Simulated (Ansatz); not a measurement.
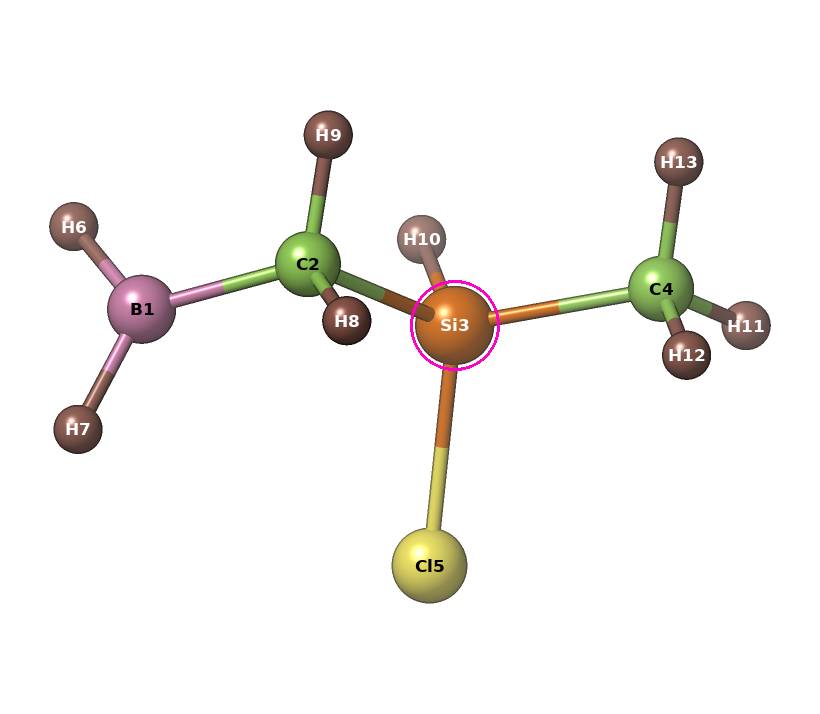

Atoms fade into the background with distance from the viewer. Circles mark the stereogenic atoms. Computed geometry: PBE-D4/def2-SVP optimisation. No frequency run is at hand to confirm it as a minimum.

> What are the Cahn–Ingold–Prelog descriptors?

Si3: R (priorities Cl5 > C2 > C4 > H10).

> Write the isomeric SMILES.

BC[Si@@H](C)Cl
